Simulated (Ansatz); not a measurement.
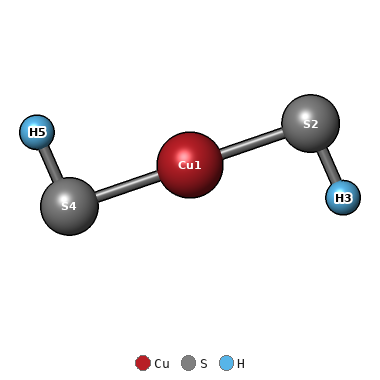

The system is Cu(SH)2, spin multiplicity 2; the picture shows the reference structure. Coordinates scanned: (1) bond length Cu1–S2; (2) bond length S2–H3. Nothing is relaxed (all other coordinates rigid). The scan uses a 9 × 9 grid. Energies: kJ/mol, counted from the lowest grid point. Level of theory: UKS PBE0-D4/def2-SVP in Ansatz 0.2.0.

Its coordinates:

```yaml
atoms:
  - { symbol: Cu, position_ang: [0.0003, 0.0006, 0.0003] }
  - { symbol: S, position_ang: [-0.0756, 0.0188, 2.1334] }
  - { symbol: H, position_ang: [1.1768, 0.5126, 2.2831] }
  - { symbol: S, position_ang: [0.0752, -0.0186, -2.1330] }
  - { symbol: H, position_ang: [-1.1768, -0.5133, -2.2838] }
```

Range: bond length Cu1–S2 from 1.793 to 2.775 Å; bond length S2–H3 from 1.138 to 1.761 Å.

**What landscape does the calculation give?**

The lowest grid point is at bond length Cu1–S2 = 2.161 Å, bond length S2–H3 = 1.371 Å. It is the only kind of minimum in the scanned range. The highest grid point, bond length Cu1–S2 = 1.793 Å, bond length S2–H3 = 1.761 Å, lies 221 kJ/mol above the lowest. Round the minimum the two coordinates are nearly uncoupled.

| bond length S2–H3 ↓, bond length Cu1–S2 → | 1.793 | 1.916 | 2.039 | 2.161 | 2.284 | 2.407 | 2.529 | 2.652 | 2.775 |
| --- | --- | --- | --- | --- | --- | --- | --- | --- | --- |
| 1.761 | 221 | 146 | 115 | 110 | 122 | 141 | 165 | 189 | 213 |
| 1.683 | 193 | 117 | 85 | 81 | 92 | 111 | 135 | 159 | 183 |
| 1.605 | 166 | 90 | 58 | 53 | 63 | 83 | 106 | 131 | 154 |
| 1.527 | 143 | 66 | 33 | 28 | 39 | 58 | 81 | 106 | 129 |
| 1.449 | 126 | 48 | 15 | 9 | 20 | 39 | 62 | 87 | 110 |
| 1.371 | 118 | 39 | 6 | 0 | 10 | 29 | 53 | 77 | 101 |
| 1.294 | 124 | 45 | 11 | 5 | 15 | 34 | 57 | 82 | 105 |
| 1.216 | 151 | 71 | 37 | 31 | 41 | 60 | 83 | 107 | 131 |
| 1.138 | 209 | 128 | 94 | 88 | 97 | 117 | 140 | 164 | 188 |

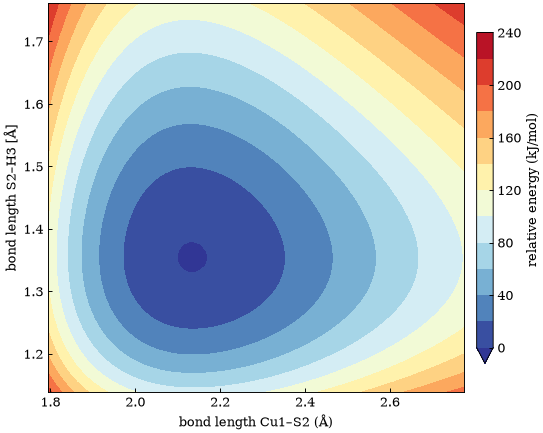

Drawn: filled contours. Between grid points the surface is interpolated.

The whole map (81 points run) took 11 min on 1 thread of Arm Neoverse V2, on a shared host.
